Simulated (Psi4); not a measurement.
# SiH3Se (SMILES [SiH2][SeH]): UCCSD/def2-SVP (sweep point 4)

Aim: the vertical electron affinity of SiH3Se at UCCSD/def2-SVP (sweep point 4), from 2 runs. 

The calculation is run with Psi4 1.11.

## Step 1: Starting point

SiH3Se has 5 atoms, charge 0, and is taken as a doublet. As SMILES, `[SiH2][SeH]`. The shape is that of a PBE0-D4/def2-TZVP optimisation. This is one conformer, not always the lowest.

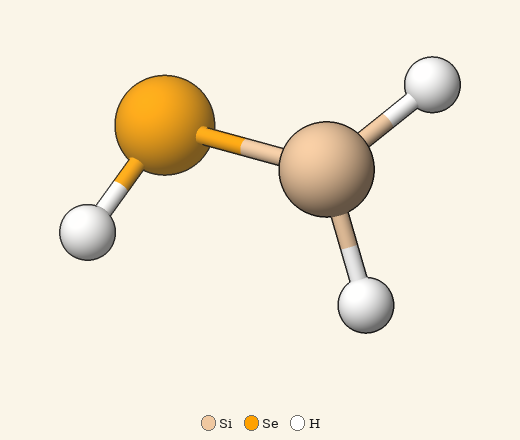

The structure, seen from a chosen angle (silicon light orange, selenium orange, hydrogen white).

## Step 2: A single-point energy at UCCSD/def2-SVP (sweep point 4)

job.in

```
memory 1600 mb

molecule mol {
  0 2
  Si     0.060900    -0.791800     0.205800
  Se     0.776600     1.182400    -0.661900
  H     -1.304300    -0.656200     0.791600
  H      0.034200    -1.731400    -0.948800
  H      0.482600     1.923300     0.572000
  symmetry c1
}

set {
  reference       uhf
  puream          true
  scf_type        pk
  num_frozen_docc 14
  maxiter         150
}

e, wfn = energy('ccsd/def2-SVP', return_wfn=True)
```

Started as:

```bash
$ psi4 job.in job.out -n 1
```

job.out:

```text
[...]
  Running in c1 symmetry.
[...]
  Nuclear repulsion =  147.937373273399146
[...]
  Multiplicity = 2
[...]
  Nalpha       = 26
  Nbeta        = 25
[...]
    Number of basis functions: 65
[...]
   @UHF iter   1: -2689.60391255895729   -2.76096e+00   2.40919e-02 ADIIS/DIIS
[...]
   @UHF iter  14: -2690.11581308934819   -7.73070e-12   8.87438e-09 DIIS
[...]
   @S^2 Observed:                7.556168533E-01
[...]
    Orbital Energies [Eh]
    ---------------------
    Alpha Occupied:
       1A   -460.790302     2A    -68.788287     3A    -60.618553
       4A    -54.235123     5A    -54.234789     6A    -54.234041
       7A     -8.900449     8A     -6.637921     9A     -6.635647
      10A     -6.630800    11A     -6.160666    12A     -4.275603
      13A     -4.267482    14A     -4.266563    15A     -2.627558
      16A     -2.625844    17A     -2.620468    18A     -2.617713
      19A     -2.616962    20A     -0.928390    21A     -0.707051
      22A     -0.535608    23A     -0.487673    24A     -0.449152
      25A     -0.391057    26A     -0.316205
    Alpha Virtual:
[...]
  @UHF Final Energy: -2690.11581308934819
   => Energetics <=
    Nuclear Repulsion Energy =            147.9373732733991460
    One-Electron Energy =               -4041.3938252712832764
    Two-Electron Energy =                1203.3406389085357659
    Total Energy =                      -2690.1158130893481939
  UHF NO Occupations:
  HONO-2 :   24  A 1.9995260
  HONO-1 :   25  A 1.9979773
[...]
 Multipole Moments:
 ------------------------------------------------------------------------------------
     Multipole            Electronic (a.u.)      Nuclear  (a.u.)        Total (a.u.)
 ------------------------------------------------------------------------------------
 L = 1.  Multiply by 2.5417464519 to convert [e a0] to [Debye]
 Dipole X            :          4.5732842           -4.6975780           -0.1242938
 Dipole Y            :          8.1423703           -8.3062350           -0.1638647
 Dipole Z            :         -3.8910445            4.2970596            0.4060150
 Magnitude           :                                                    0.4551360
[...]
      * MP2 total energy                      = -2690.438943648613076
[...]
      * CCSD total energy                     = -2690.464803065982323
[...]
```

Run time: 20 s. Hardware: 1 thread of Intel Xeon Platinum 8488C (Sapphire Rapids), shared host; peak memory 0.3 GiB.

## Step 3: The singlet anion, same level

input.in

```
memory 1.6 GB

molecule {
  -1 1
  Si     0.060900    -0.791800     0.205800
  Se     0.776600     1.182400    -0.661900
  H     -1.304300    -0.656200     0.791600
  H      0.034200    -1.731400    -0.948800
  H      0.482600     1.923300     0.572000
  symmetry c1
}

set globals {
  basis def2-SVP
  puream true
  scf_type pk
  num_frozen_docc 14
}

E, wfn = energy('ccsd', return_wfn=True)
print_variables()
```

Started as:

```bash
$ psi4 -i input.in -o input.out -n 1
```

input.out:

```text
[...]
  Running in c1 symmetry.
[...]
  Nuclear repulsion =  147.937373273399146
[...]
  Multiplicity = 1
[...]
  Nalpha       = 26
  Nbeta        = 26
[...]
    Number of basis functions: 65
[...]
   @RHF iter   1: -2689.57309531903229   -2.73014e+00   2.42648e-02 DIIS/ADIIS
[...]
   @RHF iter  12: -2690.10685913428506   -1.36424e-11   6.83341e-09 DIIS
[...]
    Orbital Energies [Eh]
    ---------------------
    Doubly Occupied:
       1A   -460.581384     2A    -68.507375     3A    -60.409796
       4A    -54.026589     5A    -54.025868     6A    -54.025307
       7A     -8.691233     8A     -6.429882     9A     -6.426032
      10A     -6.421452    11A     -5.879166    12A     -3.988822
      13A     -3.987725    14A     -3.986200    15A     -2.419422
      16A     -2.417120    17A     -2.412414    18A     -2.408035
      19A     -2.407514    20A     -0.716679    21A     -0.452609
      22A     -0.325717    23A     -0.259354    24A     -0.226412
      25A     -0.172555    26A     -0.022208
[...]
  @RHF Final Energy: -2690.10685913428506
   => Energetics <=
    Nuclear Repulsion Energy =            147.9373732733991460
    One-Electron Energy =               -4052.8347299684673999
    Two-Electron Energy =                1214.7904975607830238
    Total Energy =                      -2690.1068591342850596
[...]
 Multipole Moments:
 ------------------------------------------------------------------------------------
     Multipole            Electronic (a.u.)      Nuclear  (a.u.)        Total (a.u.)
 ------------------------------------------------------------------------------------
 L = 1.  Multiply by 2.5417464519 to convert [e a0] to [Debye]
 Dipole X            :          4.9930331           -4.6975780            0.2954551
 Dipole Y            :         10.2413880           -8.3062350            1.9351530
 Dipole Z            :         -5.2285442            4.2970596           -0.9314846
 Magnitude           :                                                    2.1678963
[...]
      * MP2 total energy                      = -2690.451325699169502
[...]
      * CCSD total energy                     = -2690.479032165410445
[...]
```

It took 11 s on 1 thread of Intel Xeon Platinum 8488C (Sapphire Rapids), shared host; peak memory 0.29 GiB.

## Step 4: Summary of results

At UCCSD/def2-SVP (sweep point 4), 14 core orbitals frozen:

```
                                                                  quantity           value
                                              doublet SiH3Se: total energy  -2690.46480 Eh
doublet SiH3Se: HOMO energy (Hartree–Fock orbitals) (highest over α and β)        -8.60 eV
 doublet SiH3Se: LUMO energy (Hartree–Fock orbitals) (lowest over α and β)         1.05 eV
              doublet SiH3Se: correlation energy (14 core orbitals frozen)      -349.0 mEh
                         doublet SiH3Se: ⟨S²⟩ of the reference determinant           0.756
                                             doublet SiH3Se: T1 diagnostic           0.018
                                               singlet anion: total energy  -2690.47903 Eh
                        singlet anion: HOMO energy (Hartree–Fock orbitals)        -0.60 eV
                        singlet anion: LUMO energy (Hartree–Fock orbitals)         8.69 eV
      singlet anion: HOMO–LUMO gap (to an unbound level, set by the basis)         9.30 eV
               singlet anion: correlation energy (14 core orbitals frozen)      -372.2 mEh
                                              singlet anion: T1 diagnostic           0.008
                         vertical electron affinity (to the singlet anion)        0.387 eV
```

**Reading.** At fixed nuclei the extra electron is bound by 0.39 eV (37.4 kJ/mol). The basis has no diffuse functions, so the error can be as large as this value.
